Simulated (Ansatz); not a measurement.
## Molecular dynamics, with input and output: LaHO$_{2}$

The run: molecular dynamics of LaHO$_{2}$. Method and program: RKS revPBE/def2-SVP (Ansatz 0.2.0).

The geometry comes from this level: r2SCAN-D4/def2-TZVP. Figures and captions count atoms from 1; the log counts them from 0 in places.

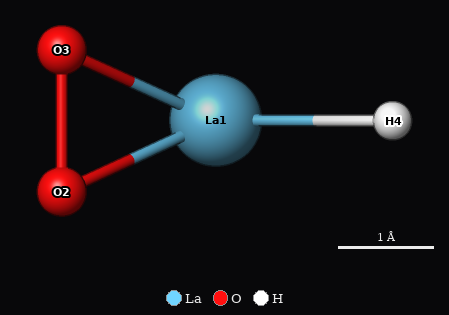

*The starting structure (ball-and-stick view, seen on its broad side; atoms are numbered from 1 in the order of the input). Sticks mark near contacts.*

Bond lengths as drawn: H–La 2.16 Å, La–O 2.15 Å and O–O 1.49 Å.

### Input file
```yaml
crystal:
  periodic: [false, false, false]
  atoms:
    - {symbol: La, position_ang: [-0.016306, -0.508025, -0.785584]}
    - {symbol: O, position_ang: [0.454556, -0.611892, 1.306779]}
    - {symbol: O, position_ang: [-0.983386, -0.270836, 1.116532]}
    - {symbol: H, position_ang: [0.545136, 1.390752, -1.637728]}
basis:
  gaussian: {orbitals: def2-SVP}
hamiltonian: {xc: {name: revPBE}}
md: {timestep: 2 fs, n_steps: 15, ensemble: nvt_nose_hoover, temperature: 1000, initial_velocities: maxwell_boltzmann, seed: 316}
scf: {omitted_lower_state_checks: [starts]}
```

Launch command:
```bash
ansatz run in.yaml --threads 2 --pin off --events-out ev --progress --plain --max-ram 4352MiB
```

### Output
```
Functional definition: revPBE
  name "revPBE"
  cite "Zhang & Yang, Phys. Rev. Lett. 80, 890 (1998) doi:10.1103/PhysRevLett.80.890"
  cite "Perdew, Burke & Ernzerhof, Phys. Rev. Lett. 77, 3865 (1996) doi:10.1103/PhysRevLett.77.3865"
  parameter kappa = 1.245
  parameter beta = 0.06672455060314922
  exchange = pbe_x(kappa = kappa, mu = beta*pi^2/3)
  correlation = pbe_c(beta = beta)
these checks for a lower state are left out or cut short: starts
592 factors; their error is unknown
mean field evaluation 1: about -4956.7650 eV, gradient 5.9e1 eV
mean field evaluation 2: about -4580.6829 eV, gradient 3.3e2 eV
mean field evaluation 4: about -4964.0176 eV, gradient 2.0e1 eV
mean field evaluation 8: about -4965.0875 eV, gradient 3.7e-1 eV
mean field evaluation 16: about -4965.0435 eV, gradient 1.2e-4 eV
mean field -4965.04354631 eV, -182.4619848995 hartree, gradient 4.4e-5 eV, S^2 0.000000; 0 other end points of the search recorded, 0 dependent functions left out
the calculation of the forces begins
reference -4965.04361764 eV, -182.4619875209 hartree; 14, 14 occupied and 51, 51 virtual orbitals, 592 factors
md step     0: t =     0.00 fs  T =  1000.0 K  F+E_penalty+E_count = -4965.04354631 eV  E_kin = 0.258520 eV  conserved = -4964.78502631 eV  (27 SCF iters)
these checks for a lower state are left out or cut short: starts, cluster_reference, orbital_swaps, neighbouring_geometries, increment
592 factors; their error is unknown
mean field -4965.03291290 eV, -182.4615941287 hartree, gradient 2.0e-5 eV, S^2 0.000000; 0 other end points of the search recorded, 0 dependent functions left out
[... from here on the field's lines of each further geometry are left out, up to the last ...]
md step     1: t =     2.00 fs  T =   959.9 K  F+E_penalty+E_count = -4965.03291290 eV  E_kin = 0.248163 eV  conserved = -4964.78475080 eV  (30 SCF iters)
md step     2: t =     4.00 fs  T =   820.2 K  F+E_penalty+E_count = -4964.99583699 eV  E_kin = 0.212040 eV  conserved = -4964.78380865 eV  (30 SCF iters)
md step     3: t =     6.00 fs  T =   632.4 K  F+E_penalty+E_count = -4964.94625238 eV  E_kin = 0.163489 eV  conserved = -4964.78280948 eV  (30 SCF iters)
md step     4: t =     8.00 fs  T =   454.1 K  F+E_penalty+E_count = -4964.89944549 eV  E_kin = 0.117401 eV  conserved = -4964.78215711 eV  (30 SCF iters)
md step     5: t =    10.00 fs  T =   323.7 K  F+E_penalty+E_count = -4964.86550121 eV  E_kin = 0.083695 eV  conserved = -4964.78200974 eV  (29 SCF iters)
md step     6: t =    12.00 fs  T =   250.1 K  F+E_penalty+E_count = -4964.84665206 eV  E_kin = 0.064649 eV  conserved = -4964.78231350 eV  (31 SCF iters)
md step     7: t =    14.00 fs  T =   216.5 K  F+E_penalty+E_count = -4964.83829222 eV  E_kin = 0.055968 eV  conserved = -4964.78275809 eV  (31 SCF iters)
md step     8: t =    16.00 fs  T =   200.6 K  F+E_penalty+E_count = -4964.83408467 eV  E_kin = 0.051850 eV  conserved = -4964.78281348 eV  (30 SCF iters)
md step     9: t =    18.00 fs  T =   202.8 K  F+E_penalty+E_count = -4964.83387603 eV  E_kin = 0.052418 eV  conserved = -4964.78221055 eV  (31 SCF iters)
md step    10: t =    20.00 fs  T =   256.0 K  F+E_penalty+E_count = -4964.84682159 eV  E_kin = 0.066176 eV  conserved = -4964.78163523 eV  (31 SCF iters)
md step    11: t =    22.00 fs  T =   387.4 K  F+E_penalty+E_count = -4964.88092613 eV  E_kin = 0.100158 eV  conserved = -4964.78214227 eV  (31 SCF iters)
md step    12: t =    24.00 fs  T =   568.4 K  F+E_penalty+E_count = -4964.92844530 eV  E_kin = 0.146946 eV  conserved = -4964.78350561 eV  (31 SCF iters)
md step    13: t =    26.00 fs  T =   724.9 K  F+E_penalty+E_count = -4964.96899119 eV  E_kin = 0.187388 eV  conserved = -4964.78452421 eV  (30 SCF iters)
md step    14: t =    28.00 fs  T =   796.7 K  F+E_penalty+E_count = -4964.98657251 eV  E_kin = 0.205970 eV  conserved = -4964.78465037 eV  (30 SCF iters)
the calculation of the forces begins
reference -4964.97868650 eV, -182.4596013453 hartree; 14, 14 occupied and 51, 51 virtual orbitals, 592 factors
these checks for a lower state are left out or cut short: starts
592 factors; their error is unknown
mean field evaluation 128: about -4964.9786 eV, gradient 1.6e-3 eV
mean field -4964.97861509 eV, -182.4595987211 hartree, gradient 1.9e-5 eV, S^2 0.000000; 0 other end points of the search recorded, 0 dependent functions left out
the calculation of the forces begins
reference -4964.97868650 eV, -182.4596013453 hartree; 14, 14 occupied and 51, 51 virtual orbitals, 592 factors
md step    15: t =    30.00 fs  T =   772.6 K  F+E_penalty+E_count = -4964.97861509 eV  E_kin = 0.199721 eV  conserved = -4964.78414482 eV  (32 SCF iters)
```

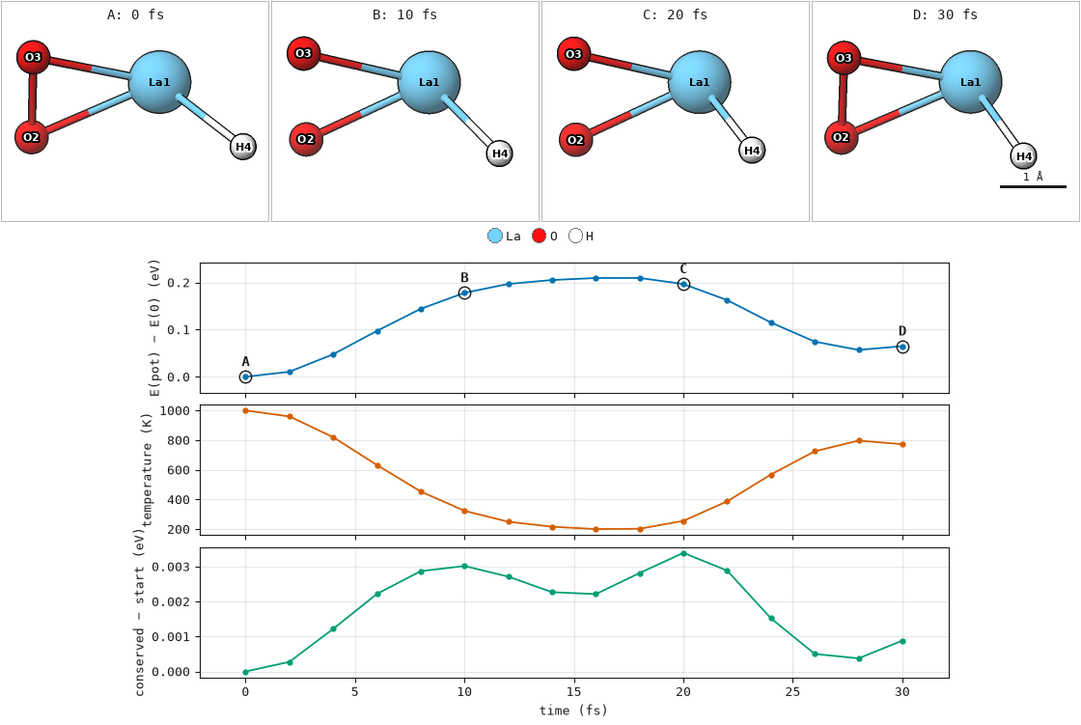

*Frames of the molecular dynamics (ball-and-stick, seen at a tilt) above the curves, on which the letters mark them.*

The trajectory kept here has 16 frames over 30 fs. The temperature starts at 1000 K, ranges from 201 to 1000 K and averages 489 K over the second half. The potential energy ends 0.065 eV above its first value. The conserved quantity stays within 0.0034 eV. After an unweighted best fit of the last frame on the first, the root-mean-square displacement is 0.16 Å.

```
Total energy: -4964.97868650 eV, -182.4596013453 hartree
Atom 0 at    -0.017205    -0.513976    -0.791314 Å, force     0.215324     0.624187    -0.079799 eV/Å
Atom 1 at     0.456646    -0.593948     1.321878 Å, force     0.281823    -0.184573     0.071924 eV/Å
Atom 2 at    -0.974599    -0.250882     1.119278 Å, force    -0.439147    -0.035377     0.178033 eV/Å
Atom 3 at     0.496431     1.609254    -1.131298 Å, force    -0.058000    -0.404237    -0.170157 eV/Å
Dipole moment:    -0.058401    -1.049275    -1.361630 e Å
Checks for a lower state left out: starts
```

### Trajectory as extended XYZ (Å, eV, eV/Å), 16 frames, from step=0 to step=15
```
4
Properties=species:S:1:pos:R:3:forces:R:3 step=0 time_fs=0.0 energy=-4965.04355 temperature=1000.0
La   -0.0163   -0.5080   -0.7856    0.0780  -0.1368  -0.8308
O     0.4546   -0.6119    1.3068    0.3294  -0.0609   0.4669
O    -0.9834   -0.2708    1.1165   -0.4276   0.1176   0.3698
H     0.5451    1.3908   -1.6377    0.0201   0.0802  -0.0060
4
Properties=species:S:1:pos:R:3:forces:R:3 step=1 time_fs=2.0 energy=-4965.03291 temperature=959.9
La   -0.0160   -0.5091   -0.7834    0.0523   0.1703  -1.0922
O     0.4681   -0.6135    1.2890   -0.0861   0.0270   0.6667
O    -0.9998   -0.2641    1.1124    0.0744  -0.0294   0.3663
H     0.5472    1.4545   -1.5944   -0.0406  -0.1679   0.0592
4
Properties=species:S:1:pos:R:3:forces:R:3 step=2 time_fs=4.0 energy=-4964.99584 temperature=820.2
La   -0.0157   -0.5101   -0.7815    0.0043   0.4252  -1.3037
O     0.4815   -0.6151    1.2729   -0.4358   0.1003   0.8711
O    -1.0160   -0.2574    1.1092    0.5167  -0.1601   0.3389
H     0.5477    1.5117   -1.5488   -0.0851  -0.3654   0.0938
4
Properties=species:S:1:pos:R:3:forces:R:3 step=3 time_fs=6.0 energy=-4964.94625 temperature=632.4
La   -0.0154   -0.5110   -0.7799   -0.0630   0.6006  -1.4630
O     0.4938   -0.6164    1.2588   -0.7067   0.1566   1.0676
O    -1.0309   -0.2511    1.1068    0.8781  -0.2685   0.2989
H     0.5450    1.5550   -1.4997   -0.1085  -0.4887   0.0965
4
Properties=species:S:1:pos:R:3:forces:R:3 step=4 time_fs=8.0 energy=-4964.89945 temperature=454.1
La   -0.0150   -0.5117   -0.7788   -0.1417   0.6874  -1.5694
O     0.5045   -0.6173    1.2474   -0.9023   0.1970   1.2404
O    -1.0438   -0.2454    1.1051    1.1544  -0.3533   0.2567
H     0.5381    1.5796   -1.4468   -0.1103  -0.5311   0.0722
4
Properties=species:S:1:pos:R:3:forces:R:3 step=5 time_fs=10.0 energy=-4964.86550 temperature=323.7
La   -0.0148   -0.5122   -0.7781   -0.2243   0.6814  -1.6200
O     0.5129   -0.6178    1.2389   -1.0353   0.2239   1.3738
O    -1.0538   -0.2406    1.1041    1.3509  -0.4156   0.2199
H     0.5270    1.5838   -1.3911   -0.0914  -0.4898   0.0262
4
Properties=species:S:1:pos:R:3:forces:R:3 step=6 time_fs=12.0 energy=-4964.84665 temperature=250.1
La   -0.0146   -0.5126   -0.7779   -0.3047   0.5790  -1.6113
O     0.5189   -0.6177    1.2337   -1.1196   0.2405   1.4546
O    -1.0607   -0.2368    1.1035    1.4764  -0.4576   0.1933
H     0.5124    1.5693   -1.3345   -0.0521  -0.3618  -0.0366
4
Properties=species:S:1:pos:R:3:forces:R:3 step=7 time_fs=14.0 energy=-4964.83829 temperature=216.5
La   -0.0145   -0.5128   -0.7781   -0.3778   0.3827  -1.5419
O     0.5221   -0.6170    1.2320   -1.1664   0.2486   1.4740
O    -1.0639   -0.2341    1.1035    1.5384  -0.4814   0.1785
H     0.4957    1.5409   -1.2791    0.0058  -0.1498  -0.1106
4
Properties=species:S:1:pos:R:3:forces:R:3 step=8 time_fs=16.0 energy=-4964.83409 temperature=200.6
La   -0.0144   -0.5128   -0.7787   -0.4359   0.1185  -1.4166
O     0.5226   -0.6158    1.2339   -1.1813   0.2486   1.4277
O    -1.0634   -0.2326    1.1038    1.5418  -0.4886   0.1751
H     0.4793    1.5068   -1.2279    0.0754   0.1215  -0.1862
4
Properties=species:S:1:pos:R:3:forces:R:3 step=9 time_fs=18.0 energy=-4964.83388 temperature=202.8
La   -0.0145   -0.5129   -0.7797   -0.4646  -0.1453  -1.2481
O     0.5202   -0.6139    1.2393   -1.1635   0.2389   1.3175
O    -1.0593   -0.2322    1.1046    1.4873  -0.4804   0.1801
H     0.4657    1.4772   -1.1838    0.1409   0.3868  -0.2495
4
Properties=species:S:1:pos:R:3:forces:R:3 step=10 time_fs=20.0 energy=-4964.84682 temperature=256.0
La   -0.0148   -0.5130   -0.7811   -0.4444  -0.3062  -1.0546
O     0.5149   -0.6115    1.2478   -1.1056   0.2162   1.1506
O    -1.0515   -0.2330    1.1058    1.3708  -0.4571   0.1900
H     0.4575    1.4625   -1.1492    0.1792   0.5470  -0.2860
4
Properties=species:S:1:pos:R:3:forces:R:3 step=11 time_fs=22.0 energy=-4964.88093 temperature=387.4
La   -0.0151   -0.5131   -0.7828   -0.3634  -0.2853  -0.8512
O     0.5070   -0.6085    1.2591   -0.9942   0.1767   0.9406
O    -1.0404   -0.2349    1.1075    1.1841  -0.4174   0.2005
H     0.4562    1.4686   -1.1255    0.1735   0.5260  -0.2899
4
Properties=species:S:1:pos:R:3:forces:R:3 step=12 time_fs=24.0 energy=-4964.92844 temperature=568.4
La   -0.0156   -0.5134   -0.7847   -0.2307  -0.0926  -0.6465
O     0.4967   -0.6051    1.2727   -0.8117   0.1172   0.7067
O    -1.0264   -0.2378    1.1097    0.9157  -0.3582   0.2085
H     0.4615    1.4949   -1.1128    0.1267   0.3336  -0.2686
4
Properties=species:S:1:pos:R:3:forces:R:3 step=13 time_fs=26.0 energy=-4964.96899 temperature=724.9
La   -0.0161   -0.5136   -0.7868   -0.0730   0.1821  -0.4458
O     0.4844   -0.6014    1.2881   -0.5412   0.0363   0.4710
O    -1.0101   -0.2416    1.1124    0.5549  -0.2755   0.2104
H     0.4717    1.5341   -1.1104    0.0593   0.0571  -0.2355
4
Properties=species:S:1:pos:R:3:forces:R:3 step=14 time_fs=28.0 energy=-4964.98657 temperature=796.7
La   -0.0167   -0.5139   -0.7890    0.0819   0.4405  -0.2553
O     0.4708   -0.5976    1.3047   -0.1738  -0.0656   0.2543
O    -0.9925   -0.2460    1.1156    0.0986  -0.1670   0.2020
H     0.4842    1.5756   -1.1170   -0.0067  -0.2078  -0.2011
4
Properties=species:S:1:pos:R:3:forces:R:3 step=15 time_fs=30.0 energy=-4964.97861 temperature=772.6
La   -0.0172   -0.5140   -0.7913    0.2153   0.6242  -0.0798
O     0.4566   -0.5939    1.3219    0.2818  -0.1846   0.0719
O    -0.9746   -0.2509    1.1193   -0.4391  -0.0354   0.1780
H     0.4964    1.6093   -1.1313   -0.0580  -0.4042  -0.1702
```

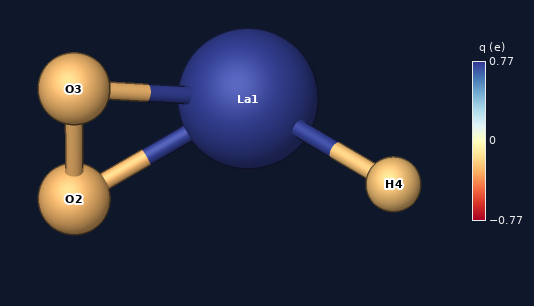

*Mulliken charges, as the colour of each atom (ball-and-stick view, seen at a tilt; atoms are numbered from 1 in the order of the input).*

By element: La +0.74, O −0.26 to −0.25 and H −0.23 e.

### Summary

- outcome: finished
- mean temperature over the second half: 489 K
- trajectory: 15 steps, 30 fs
- ensemble: nvt_nose_hoover
- temperature in the input: 1000 K
- time step: 2 fs
- potential energy (last step): −4964.9787 eV
- SCF solution under orbital rotations (last step): stable
- largest force (length of the vector) (last step): 0.665 eV/Å
- dipole moment (last step): 8.26 D
- hardware: 2 threads of Arm Neoverse V2, 23 GiB of memory available, shared host
- wall time: 18 s (CPU time 34 s)
- peak memory: 0.12 GiB

### Remarks

So short a trajectory is not equilibrated. The temperature stays far from the 1000 K of the thermostat over the second half: the run isn't equilibrated.
